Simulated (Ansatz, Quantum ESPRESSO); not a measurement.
# Screening and band shifts of 1T-IrSeTe, 1 layer, part 3 of 6

How does 1T-IrSeTe, 1 layer respond to a gate-like field without added charge?

Quantum ESPRESSO 7.5; plane-wave DFT, LDA, GBRV ultrasoft pseudopotentials; geometry and cross-check by Ansatz 0.2.0 with PAW datasets.

So far. Step 3 (Ground state: no field): The run needed 13 iterations to bring the estimated error under 1e-09 Ry; the largest force on any atom, held or free, is 0.68 eV/Å. Step 4 (Potential by pp.x): The vacuum is flat to 0.1 meV/Å, so its level is well defined. Inside the slab the curve depends on the local part of the pseudopotentials; only the vacuum level has a meaning of its own.

**5. Band structure: no field**

The density is frozen and the levels are solved along a path.

f0.bands.in

```
&control
  prefix = 'f0.bands'
  outdir = './out'
  pseudo_dir = './pseudo'
  calculation = 'bands'
  tefield = .true.
  dipfield = .true.
/
&system
  ibrav = 0
  nat = 3
  ntyp = 3
  ecutwfc = 40
  ecutrho = 200
  occupations = 'smearing'
  smearing = 'fd'
  degauss = 0.004
  edir = 3
  emaxpos = 0.97
  eopreg = 0.04
  eamp = 0.0
  nbnd = 19
/
&electrons
  conv_thr = 1e-07
  mixing_beta = 0.4
  electron_maxstep = 120
  mixing_mode = 'local-TF'
/
ATOMIC_SPECIES
  Te  127.6000  te_lda_v1.uspp.F.UPF
  Ir  192.2170  ir_lda_v1.2.uspp.F.UPF
  Se  78.9710  se_lda_v1.uspp.F.UPF
CELL_PARAMETERS angstrom
  3.80441833509578 0.00000000000000 -0.00000000000000
  -1.90220916754789 3.29472292481624 -0.00000000000000
  -0.00000000000000 -0.00000000000000 19.90282901880000
ATOMIC_POSITIONS crystal
  Te  0.666666666667 0.333333333333 0.430840597816
  Ir  -0.000000000000 0.000000000000 0.508811548981
  Se  0.333333333333 0.666666666667 0.568382884603
K_POINTS crystal_b
4
  0.0000000000 0.0000000000 0.0000000000 14
  0.5000000000 0.0000000000 0.0000000000 14
  0.3333333333 0.3333333333 0.0000000000 14
  0.0000000000 0.0000000000 0.0000000000 1
```

Launch:

```sh
$ cp -r out/f0.save out/f0.bands.save
$ cp out/f0.xml out/f0.bands.xml
$ OMP_NUM_THREADS=1 mpirun -n 4 pw.x -nk 4 -in f0.bands.in > f0.bands.out
```

The program printed:

```text
[banner, memory and clock lines left out]
Program PWSCF v.7.5 starts

          URL

     Presently no symmetry can be used with electric field

     Atomic positions and unit cell read from directory:
     ./out/f0.bands.save/

     G-vector sticks info

     bravais-lattice index     =            0
     lattice parameter (alat)  =       7.1893  a.u.
     unit-cell volume          =    1683.5212 (a.u.)^3
     number of atoms/cell      =            3
     number of atomic types    =            3
     number of electrons       =        27.00
     number of Kohn-Sham states=           19
     kinetic-energy cutoff     =      40.0000  Ry
     charge density cutoff     =     200.0000  Ry
     Exchange-correlation= SLA  PZ   NOGX NOGC
                           (   1   1   0   0   0   0   0)

     celldm(1)=   7.189309  celldm(2)=   0.000000  celldm(3)=   0.000000
     celldm(4)=   0.000000  celldm(5)=   0.000000  celldm(6)=   0.000000

     crystal axes: (cart. coord. in units of alat)
               a(1) = (   1.000000   0.000000  -0.000000 )
               a(2) = (  -0.500000   0.866025  -0.000000 )
               a(3) = (  -0.000000  -0.000000   5.231504 )

     reciprocal axes: (cart. coord. in units 2 pi/alat)
               b(1) = (  1.000000  0.577350  0.000000 )
               b(2) = (  0.000000  1.154701  0.000000 )
               b(3) = (  0.000000  0.000000  0.191150 )

     PseudoPot. # 1 for Te read from file:
     ./pseudo/te_lda_v1.uspp.F.UPF
     Pseudo is Ultrasoft + core correction, Zval =  6.0
     Generated by new atomic code, or converted to UPF format
     Using radial grid of  891 points,  5 beta functions with:
                l(1) =   0
                l(2) =   0
                l(3) =   1
                l(4) =   1
                l(5) =   2
     Q(r) pseudized with  6 coefficients,  rinner =    1.800   1.800   1.800
                                                       1.800   1.800

     PseudoPot. # 2 for Ir read from file:
     ./pseudo/ir_lda_v1.2.uspp.F.UPF
     Pseudo is Ultrasoft + core correction, Zval = 15.0
     Generated by new atomic code, or converted to UPF format
     Using radial grid of  983 points,  7 beta functions with:
                l(1) =   0
                l(2) =   0
                l(3) =   1
                l(4) =   1
                l(5) =   1
                l(6) =   2
                l(7) =   2
     Q(r) pseudized with  8 coefficients,  rinner =    1.400   1.400   1.400
                                                       1.400   1.400

     PseudoPot. # 3 for Se read from file:
     ./pseudo/se_lda_v1.uspp.F.UPF
     Pseudo is Ultrasoft + core correction, Zval =  6.0
     Generated by new atomic code, or converted to UPF format
     Using radial grid of  877 points,  6 beta functions with:
                l(1) =   0
                l(2) =   0
                l(3) =   1
                l(4) =   1
                l(5) =   2
                l(6) =   2
     Q(r) pseudized with  8 coefficients,  rinner =    1.300   1.300   1.300
                                                       1.300   1.300

     atomic species   valence    mass     pseudopotential
     Te                6.00   127.60000     Te( 1.00)
     Ir               15.00   192.21700     Ir( 1.00)
     Se                6.00    78.97100     Se( 1.00)

     No symmetry found

   Cartesian axes

     site n.     atom                  positions (alat units)
         1        Te     tau(   1) = (   0.5000000   0.2886751   2.2539442  )
         2        Ir     tau(   2) = (  -0.0000000   0.0000000   2.6618496  )
         3        Se     tau(   3) = (  -0.0000000   0.5773503   2.9734972  )

     number of k points=    43  Fermi-Dirac smearing, width (Ry)=  0.0040
                       cart. coord. in units 2pi/alat
        k(    1) = (   0.0000000   0.0000000   0.0000000), wk =   0.0465116
        k(    2) = (   0.0357143   0.0206197   0.0000000), wk =   0.0465116
        k(    3) = (   0.0714286   0.0412393   0.0000000), wk =   0.0465116
        k(    4) = (   0.1071429   0.0618590   0.0000000), wk =   0.0465116
        k(    5) = (   0.1428571   0.0824786   0.0000000), wk =   0.0465116
        k(    6) = (   0.1785714   0.1030983   0.0000000), wk =   0.0465116
        k(    7) = (   0.2142857   0.1237179   0.0000000), wk =   0.0465116
        k(    8) = (   0.2500000   0.1443376   0.0000000), wk =   0.0465116
        k(    9) = (   0.2857143   0.1649572   0.0000000), wk =   0.0465116
        k(   10) = (   0.3214286   0.1855769   0.0000000), wk =   0.0465116
        k(   11) = (   0.3571429   0.2061965   0.0000000), wk =   0.0465116
        k(   12) = (   0.3928571   0.2268162   0.0000000), wk =   0.0465116
        k(   13) = (   0.4285714   0.2474358   0.0000000), wk =   0.0465116
        k(   14) = (   0.4642857   0.2680555   0.0000000), wk =   0.0465116
        k(   15) = (   0.5000000   0.2886751   0.0000000), wk =   0.0465116
        k(   16) = (   0.4880952   0.3092948   0.0000000), wk =   0.0465116
        k(   17) = (   0.4761905   0.3299144   0.0000000), wk =   0.0465116
        k(   18) = (   0.4642857   0.3505341   0.0000000), wk =   0.0465116
        k(   19) = (   0.4523810   0.3711537   0.0000000), wk =   0.0465116
        k(   20) = (   0.4404762   0.3917734   0.0000000), wk =   0.0465116
        k(   21) = (   0.4285714   0.4123930   0.0000000), wk =   0.0465116
        k(   22) = (   0.4166667   0.4330127   0.0000000), wk =   0.0465116
        k(   23) = (   0.4047619   0.4536324   0.0000000), wk =   0.0465116
        k(   24) = (   0.3928571   0.4742520   0.0000000), wk =   0.0465116
        k(   25) = (   0.3809524   0.4948717   0.0000000), wk =   0.0465116
        k(   26) = (   0.3690476   0.5154913   0.0000000), wk =   0.0465116
        k(   27) = (   0.3571429   0.5361110   0.0000000), wk =   0.0465116
        k(   28) = (   0.3452381   0.5567306   0.0000000), wk =   0.0465116
        k(   29) = (   0.3333333   0.5773503   0.0000000), wk =   0.0465116
        k(   30) = (   0.3095238   0.5361110   0.0000000), wk =   0.0465116
        k(   31) = (   0.2857143   0.4948717   0.0000000), wk =   0.0465116
        k(   32) = (   0.2619048   0.4536324   0.0000000), wk =   0.0465116
        k(   33) = (   0.2380952   0.4123930   0.0000000), wk =   0.0465116
        k(   34) = (   0.2142857   0.3711537   0.0000000), wk =   0.0465116
        k(   35) = (   0.1904762   0.3299144   0.0000000), wk =   0.0465116
        k(   36) = (   0.1666667   0.2886751   0.0000000), wk =   0.0465116
        k(   37) = (   0.1428571   0.2474358   0.0000000), wk =   0.0465116
        k(   38) = (   0.1190476   0.2061965   0.0000000), wk =   0.0465116
[...]
k = 0.3571 0.2062 0.0000 (  7200 PWs)   bands (ev):

   -49.6971 -49.6886 -49.6794 -14.3131 -12.3656  -6.6325  -5.5925  -5.3674
    -4.7442  -3.4843  -3.0623  -2.4137  -1.7352  -1.5121   0.9445   1.7117
     3.1555   4.6914   5.0705

          k = 0.3929 0.2268 0.0000 (  7210 PWs)   bands (ev):

   -49.6970 -49.6897 -49.6797 -14.2346 -12.2868  -6.8788  -5.5259  -5.3510
    -4.6598  -3.3764  -3.1408  -2.5341  -1.9557  -1.7144   1.1428   1.7405
     3.0495   4.5140   5.3176

          k = 0.4286 0.2474 0.0000 (  7202 PWs)   bands (ev):

   -49.6968 -49.6906 -49.6799 -14.1767 -12.2182  -7.0859  -5.4223  -5.3432
    -4.6407  -3.2462  -3.1879  -2.5628  -2.1664  -1.9383   1.3078   1.7645
     2.9933   4.3525   5.5237

          k = 0.4643 0.2681 0.0000 (  7200 PWs)   bands (ev):

   -49.6967 -49.6911 -49.6800 -14.1413 -12.1708  -7.2220  -5.3402  -5.3172
    -4.6808  -3.1939  -3.1209  -2.5053  -2.3398  -2.1627   1.4175   1.7801
     2.9695   4.2503   5.6182

          k = 0.5000 0.2887 0.0000 (  7196 PWs)   bands (ev):

   -49.6967 -49.6913 -49.6801 -14.1294 -12.1539  -7.2694  -5.3395  -5.2677
    -4.7121  -3.1893  -3.0613  -2.4153  -2.3936  -2.3336   1.4560   1.7855
     2.9633   4.2160   5.6367

          k = 0.4881 0.3093 0.0000 (  7204 PWs)   bands (ev):

   -49.6967 -49.6913 -49.6801 -14.1284 -12.1521  -7.2638  -5.3858  -5.2197
    -4.7136  -3.2458  -3.0482  -2.4917  -2.3905  -2.2265   1.4403   1.7589
     2.9844   4.2630   5.6492

          k = 0.4762 0.3299 0.0000 (  7218 PWs)   bands (ev):

   -49.6967 -49.6912 -49.6803 -14.1253 -12.1469  -7.2473  -5.4534  -5.1467
    -4.7192  -3.3701  -3.0520  -2.5462  -2.3865  -2.0759   1.3845   1.6991
     3.0443   4.3938   5.6876

          k = 0.4643 0.3505 0.0000 (  7214 PWs)   bands (ev):

   -49.6967 -49.6911 -49.6805 -14.1202 -12.1383  -7.2198  -5.5205  -5.0703
    -4.7322  -3.5266  -3.0887  -2.5555  -2.3753  -1.9270   1.2747   1.6447
     3.1356   4.5849   5.7538

          k = 0.4524 0.3712 0.0000 (  7208 PWs)   bands (ev):

   -49.6967 -49.6909 -49.6809 -14.1135 -12.1265  -7.1817  -5.5844  -4.9930
    -4.7592  -3.6929  -3.1450  -2.5459  -2.3494  -1.7901   1.1210   1.6089
     3.2510   4.8083   5.8501

          k = 0.4405 0.3918 0.0000 (  7198 PWs)   bands (ev):

   -49.6966 -49.6907 -49.6813 -14.1052 -12.1120  -7.1333  -5.6442  -4.9173
    -4.8081  -3.8467  -3.2099  -2.5398  -2.3040  -1.6705   0.9488   1.5839
     3.3831   5.0385   5.9714

          k = 0.4286 0.4124 0.0000 (  7192 PWs)   bands (ev):

   -49.6966 -49.6904 -49.6818 -14.0959 -12.0952  -7.0753  -5.6989  -4.9094
    -4.8231  -3.9688  -3.2795  -2.5435  -2.2425  -1.5708   0.7774   1.5627
     3.5233   5.2566   6.0713

          k = 0.4167 0.4330 0.0000 (  7188 PWs)   bands (ev):

   -49.6965 -49.6901 -49.6824 -14.0859 -12.0766  -7.0083  -5.7482  -5.0294
    -4.7476  -4.0494  -3.3534  -2.5547  -2.1721  -1.4919   0.6186   1.5420
     3.6616   5.4544   6.0438

          k = 0.4048 0.4536 0.0000 (  7188 PWs)   bands (ev):

   -49.6965 -49.6898 -49.6830 -14.0755 -12.0569  -6.9335  -5.7915  -5.1840
    -4.6658  -4.0925  -3.4319  -2.5706  -2.0992  -1.4333   0.4797   1.5206
     3.7876   5.6338   5.9559

          k = 0.3929 0.4743 0.0000 (  7190 PWs)   bands (ev):

   -49.6965 -49.6894 -49.6837 -14.0654 -12.0371  -6.8527  -5.8285  -5.3538
    -4.5818  -4.1091  -3.5157  -2.5890  -2.0284  -1.3933   0.3647   1.4986
     3.8921   5.7997   5.8812

          k = 0.3810 0.4949 0.0000 (  7193 PWs)   bands (ev):

   -49.6964 -49.6889 -49.6843 -14.0560 -12.0181  -6.7683  -5.8592  -5.5234
    -4.4961  -4.1097  -3.6047  -2.6081  -1.9633  -1.3693   0.2752   1.4769
     3.9693   5.8378   5.9546

          k = 0.3690 0.5155 0.0000 (  7205 PWs)   bands (ev):

   -49.6964 -49.6885 -49.6850 -14.0477 -12.0012  -6.6848  -5.8839  -5.6794
    -4.4097  -4.1017  -3.6976  -2.6265  -1.9072  -1.3580   0.2105   1.4571
     4.0186   5.8286   6.0964

          k = 0.3571 0.5361 0.0000 (  7215 PWs)   bands (ev):

   -49.6964 -49.6880 -49.6856 -14.0412 -11.9875  -6.6099  -5.9042  -5.8067
    -4.3258  -4.0901  -3.7904  -2.6424  -1.8628  -1.3558   0.1683   1.4411
     4.0444   5.8476   6.2167

          k = 0.3452 0.5567 0.0000 (  7211 PWs)   bands (ev):

   -49.6964 -49.6875 -49.6862 -14.0369 -11.9784  -6.5563  -5.9273  -5.8819
    -4.2540  -4.0786  -3.8718  -2.6538  -1.8333  -1.3583   0.1456   1.4306
     4.0543   5.8810   6.2964

          k = 0.3333 0.5774 0.0000 (  7215 PWs)   bands (ev):

   -49.6964 -49.6873 -49.6865 -14.0354 -11.9751  -6.5375  -5.9447  -5.8984
    -4.2213  -4.0727  -3.9098  -2.6581  -1.8226  -1.3604   0.1388   1.4270
     4.0560   5.9017   6.3179

          k = 0.3095 0.5361 0.0000 (  7227 PWs)   bands (ev):

   -49.6964 -49.6879 -49.6857 -14.0425 -11.9900  -6.5800  -5.9219  -5.8200
    -4.3346  -4.0868  -3.7819  -2.6359  -1.8708  -1.3422   0.1590   1.4399
     4.0597   5.7557   6.3680

          k = 0.2857 0.4949 0.0000 (  7199 PWs)   bands (ev):

   -49.6965 -49.6885 -49.6846 -14.0666 -12.0370  -6.6101  -5.9072  -5.6418
    -4.5115  -4.1272  -3.5482  -2.5608  -2.0039  -1.2817   0.2043   1.4647
     4.0895   5.4564   6.4764

          k = 0.2619 0.4536 0.0000 (  7191 PWs)   bands (ev):

   -49.6966 -49.6886 -49.6834 -14.1109 -12.1138  -6.5605  -5.8961  -5.4745
    -4.6507  -4.1931  -3.2758  -2.4419  -2.1650  -1.1936   0.2588   1.4681
     4.1633   5.1859   6.1533

          k = 0.2381 0.4124 0.0000 (  7191 PWs)   bands (ev):

   -49.6968 -49.6884 -49.6823 -14.1778 -12.2111  -6.4277  -5.8928  -5.3713
    -4.7208  -4.2629  -2.9751  -2.4390  -2.1558  -1.0961   0.3188   1.4158
     4.2870   4.9894   5.7109

          k = 0.2143 0.3712 0.0000 (  7173 PWs)   bands (ev):

   -49.6970 -49.6876 -49.6813 -14.2678 -12.3166  -6.2473  -5.8806  -5.3491
    -4.7355  -4.2970  -2.6541  -2.5689  -1.9455  -1.0008   0.3913   1.2950
     4.4459   4.8616   5.2959

          k = 0.1905 0.3299 0.0000 (  7173 PWs)   bands (ev):

   -49.6973 -49.6865 -49.6803 -14.3782 -12.4188  -6.1213  -5.7868  -5.3876
    -4.7343  -4.2565  -2.6725  -2.3217  -1.7120  -0.9126   0.4936   1.1238
     4.5632   4.7791   4.9611

          k = 0.1667 0.2887 0.0000 (  7185 PWs)   bands (ev):

   -49.6976 -49.6851 -49.6794 -14.5034 -12.5101  -6.0956  -5.6266  -5.4650
    -4.6748  -4.1454  -2.7277  -2.0136  -1.5025  -0.8320   0.6467   0.9461
     4.4104   4.6704   4.9344

          k = 0.1429 0.2474 0.0000 (  7177 PWs)   bands (ev):

   -49.6979 -49.6834 -49.6786 -14.6350 -12.5872  -6.0919  -5.5687  -5.5526
    -4.4662  -3.9915  -2.7416  -1.7991  -1.3083  -0.7662   0.7683   0.9171
     4.1206   4.5037   5.0000

          k = 0.1190 0.2062 0.0000 (  7187 PWs)   bands (ev):

   -49.6982 -49.6817 -49.6780 -14.7641 -12.6498  -6.0808  -5.6796  -5.5787
    -4.1332  -3.8159  -2.7212  -1.7359  -1.1100  -0.7304   0.7591   1.1935
     3.8313   4.3198   4.7216

          k = 0.0952 0.1650 0.0000 (  7197 PWs)   bands (ev):

   -49.6985 -49.6801 -49.6774 -14.8818 -12.6989  -6.0656  -5.7779  -5.6401
    -3.7757  -3.6346  -2.6683  -1.7656  -0.9729  -0.7314   0.9041   1.5103
     3.5551   4.1398   4.4633

          k = 0.0714 0.1237 0.0000 (  7205 PWs)   bands (ev):

   -49.6988 -49.6786 -49.6770 -14.9808 -12.7357  -6.0700  -5.8306  -5.7030
    -3.4827  -3.4626  -2.5936  -1.7857  -0.9299  -0.7666   1.2150   1.8030
     3.2890   3.9808   4.2333

          k = 0.0476 0.0825 0.0000 (  7205 PWs)   bands (ev):

   -49.6990 -49.6774 -49.6767 -15.0555 -12.7615  -6.1045  -5.8280  -5.7535
    -3.3202  -3.2988  -2.5471  -1.7004  -0.9439  -0.8331   1.6206   2.0291
     3.0392   3.8534   4.0397

          k = 0.0238 0.0412 0.0000 (  7207 PWs)   bands (ev):

   -49.6991 -49.6767 -49.6765 -15.1018 -12.7767  -6.1394  -5.8067  -5.7856
    -3.2222  -3.2121  -2.5523  -1.5246  -0.9706  -0.9235   2.0135   2.1650
     2.8336   3.7613   3.8915

          k = 0.0000 0.0000 0.0000 (  7233 PWs)   bands (ev):

   -49.6991 -49.6765 -49.6765 -15.1175 -12.7817  -6.1529  -5.7966  -5.7966
    -3.1873  -3.1873  -2.5626  -1.4195  -0.9826  -0.9826   2.2084   2.2084
     2.7340   3.7168   3.8312

     XML data file, pseudopotentials, collected wavefunctions

                                        0.00s GPU  (     805 calls)
[key lines of the parts left out:]
Dipole field         -0.0002 Ry au,
```

Wall time 39 s (4 MPI ranks of Arm Neoverse V1, shared host); peak memory 0.36 GiB.

Band numbers count within the set of bands kept for display. Electronic bands along the path, in eV, zero at the Fermi level; # counts the bands kept:

| point | #6 | #7 | #8 | #9 | #10 | #11 | #12 | #13 |
| --- | --- | --- | --- | --- | --- | --- | --- | --- |
| Γ | -1.52 | -0.38 | 0.06 | 0.06 | 3.25 | 3.25 | 3.78 | 4.76 |
| M | -2.02 | -1.37 | -1.35 | -1.29 | 2.50 | 2.83 | 4.01 | 5.26 |
| K | -2.87 | -1.62 | -0.78 | -0.32 | 1.18 | 2.47 | 5.10 | 6.94 |
| Γ | -1.52 | -0.38 | 0.06 | 0.06 | 3.25 | 3.25 | 3.78 | 4.76 |

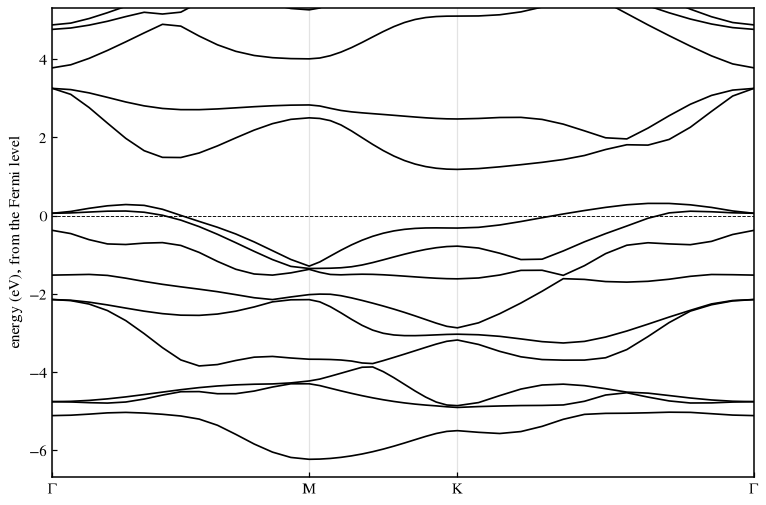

Electronic bands along the path.

**6. Ground state: field 0.1 V/Å**

eamp is the field in Hartree atomic units (1 a.u. = 51.42 V/Å). With dipfield on, it is the field in the vacuum beside an isolated sheet. The run starts from the density of the one before.

f1.in

```
&control
  prefix = 'f1'
  outdir = './out'
  pseudo_dir = './pseudo'
  calculation = 'scf'
  tprnfor = .true.
  tefield = .true.
  dipfield = .true.
/
&system
  ibrav = 0
  nat = 3
  ntyp = 3
  ecutwfc = 40
  ecutrho = 200
  occupations = 'smearing'
  smearing = 'fd'
  degauss = 0.004
  edir = 3
  emaxpos = 0.97
  eopreg = 0.04
  eamp = 0.00194469
/
&electrons
  conv_thr = 1e-09
  mixing_beta = 0.4
  electron_maxstep = 120
  mixing_mode = 'plain'
  startingpot = 'file'
/
ATOMIC_SPECIES
  Te  127.6000  te_lda_v1.uspp.F.UPF
  Ir  192.2170  ir_lda_v1.2.uspp.F.UPF
  Se  78.9710  se_lda_v1.uspp.F.UPF
CELL_PARAMETERS angstrom
  3.80441833509578 0.00000000000000 -0.00000000000000
  -1.90220916754789 3.29472292481624 -0.00000000000000
  -0.00000000000000 -0.00000000000000 19.90282901880000
ATOMIC_POSITIONS crystal
  Te  0.666666666667 0.333333333333 0.430840597816
  Ir  -0.000000000000 0.000000000000 0.508811548981
  Se  0.333333333333 0.666666666667 0.568382884603
K_POINTS automatic
  12 12 1 0 0 0
```

Launch:

```sh
$ cp -r out/f0.save out/f1.save
$ OMP_NUM_THREADS=1 mpirun -n 4 pw.x -nk 4 -in f1.in > f1.out
```

The program printed:

```text
[banner, memory and clock lines left out]
Program PWSCF v.7.5 starts
[...]
number of electrons       =        27.00
     number of Kohn-Sham states=           18
     kinetic-energy cutoff     =      40.0000  Ry
     charge density cutoff     =     200.0000  Ry
[...]
number of k points=    74  Fermi-Dirac smearing, width (Ry)=  0.0040
[...]
Dense  grid:    80401 G-vectors     FFT dimensions: (  36,  36, 180)
[...]
The initial density is read from file :
[...]
negative rho (up, down):  3.220E-01 0.000E+00
[...]
Starting wfcs are   20 randomized atomic wfcs
[...]
negative rho (up, down):  3.218E-01 0.000E+00
[...]
estimated scf accuracy    <       0.01290456 Ry
[...]
negative rho (up, down):  3.220E-01 0.000E+00
[...]
estimated scf accuracy    <       0.15627898 Ry
[...]
negative rho (up, down):  3.219E-01 0.000E+00
[...]
estimated scf accuracy    <       0.00012181 Ry
[...]
negative rho (up, down):  3.219E-01 0.000E+00
[...]
estimated scf accuracy    <       0.00000523 Ry
[...]
negative rho (up, down):  3.220E-01 0.000E+00
[...]
estimated scf accuracy    <       0.00000097 Ry
[...]
negative rho (up, down):  3.220E-01 0.000E+00
[...]
estimated scf accuracy    <       0.00000005 Ry
[...]
negative rho (up, down):  3.220E-01 0.000E+00
[...]
estimated scf accuracy    <          5.4E-09 Ry
[...]
negative rho (up, down):  3.220E-01 0.000E+00
[...]
Computed dipole along edir(3) :
        Dipole                0.0455 Ry au,          0.1156 Debye
        Dipole field          0.0003 Ry au,
        E field amplitude [Ha a.u.]:  1.9447E-03
        Potential amp.        0.1159 Ry
        Total length         36.1065 bohr
[...]
the Fermi energy is    -1.0367 ev
!    total energy              =    -251.61800907 Ry
     estimated scf accuracy    <          2.7E-10 Ry
     smearing contrib. (-TS)   =      -0.00227138 Ry
     internal energy E=F+TS    =    -251.61573769 Ry
[...]
one-electron contribution =    -903.06856691 Ry
     hartree contribution      =     454.86111215 Ry
     xc contribution           =     -93.90277816 Ry
     ewald contribution        =     290.49465662 Ry
     electric field correction =      -0.00016139 Ry
     convergence has been achieved in   8 iterations
     negative rho (up, down):  3.220E-01 0.000E+00
[...]
Total force =     0.032946     Total SCF correction =     0.000038
[...]
```

It took 56 s on 4 MPI ranks; peak memory 0.81 GiB; 3.7 min of CPU time.

Numbers from this step:

| Quantity | Value |
| --- | --- |
| free energy | -3423.4374 eV |
| energy at zero smearing | -3423.4220 eV |
| Fermi energy | -1.037 eV |
| dipole along the normal | 0.02407 e·Å |

The dipole goes from -0.0120 to 0.0241 e Å, 0.3608 e Å per V/Å.

**7. Potential by pp.x**

f1.pot.in

```
&inputpp
  prefix = 'f1'
  outdir = './out'
  filplot = 'f1.pot.dat'
  plot_num = 11
/
```

Launch:

```sh
$ OMP_NUM_THREADS=1 mpirun -n 4 pp.x -in f1.pot.in > f1.pot.out
```

It took 1.2 s on 4 MPI ranks; peak memory 0.12 GiB.

Read from the output:

```
slope of the potential above                                          : 0.1000 eV/Å
upper vacuum line continued to the top atoms, over the Fermi level    : 5.151 eV
slope of the potential below                                          : 0.09992 eV/Å
lower vacuum line continued to the bottom atoms, over the Fermi level : 5.224 eV
```

The slope in the vacuum is 0.100 eV/Å for an applied 0.10 V/Å, as it should be.

(Continued in part 4 of 6.)

[Logs are printed without paths, hosts, clocks, repeated set-up lines and the standing remarks that a program may print on its own settings, such as how far it seeks lower states.]

[Hosts, paths, dates, database ids (printed as entryN), source tags and the programs' standing remarks are cut or masked in the printed files.]

[Maps of the electrostatic potential energy from Ansatz leave out the sawtooth potential of an applied field or a dipole correction, so their vacuum need not be flat; planar profiles and work functions include it.]
